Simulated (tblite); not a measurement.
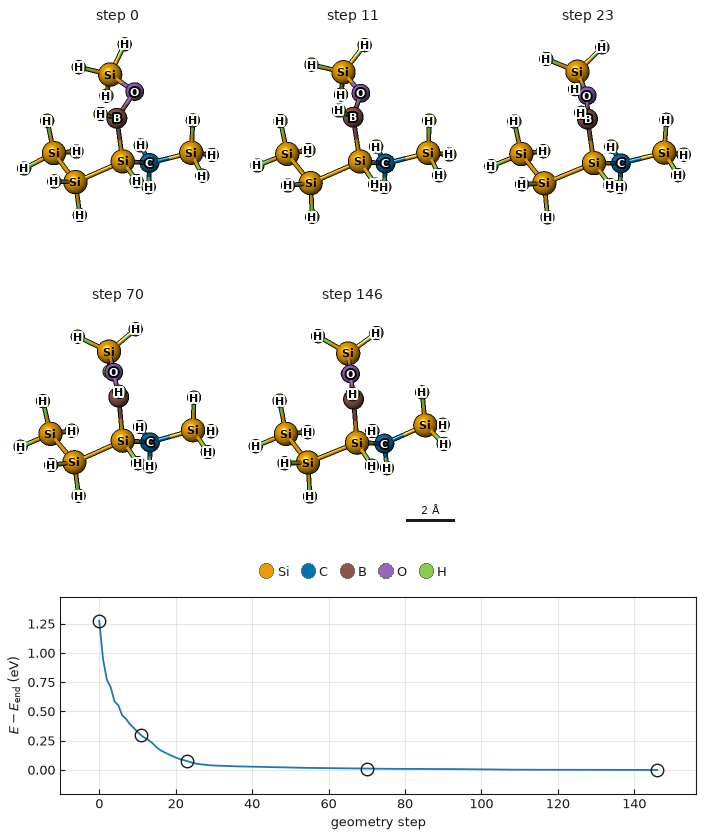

Frames of a relaxation of CH₁₅BOSi₅, marked on the history of the run. The picture is a ball-and-stick view, seen at a tilt.

Theory: GFN2-xTB geometry optimisation, gas phase in tblite. 

What happens along the run?

Answer. The largest move after the best rigid fit is that of an H atom, 0.91 Å. Largest moves by element: H 0.91 Å, O 0.82 Å, B 0.31 Å, Si 0.29 Å, C 0.16 Å. Some distances before and after: B–Si 2.555 → 2.880 Å, B–O 1.470 → 1.319 Å, Si–Si 2.231 → 2.341 Å, O–Si 1.712 → 1.612 Å. Among the angles between lasting bonds that change: B–O–Si 106.5° → 158.5°, H–Si–H 110.3° → 102.3°, O–Si–H 111.0° → 103.9°. Groups turn about B–O by about 95°, O–Si by about 75°, B–Si by about 40°. After 146 geometry steps the energy has fallen by 1.277 eV. From step 0 to 11: the O atom moves most (0.39 Å), energy −0.981 eV. From step 11 to 23: O and H atoms move most (0.38 Å), energy −0.220 eV. From step 23 to 70: an H atom moves most (0.35 Å), energy −0.064 eV. From step 70 to 146: an H atom moves most (0.38 Å), energy −0.012 eV.
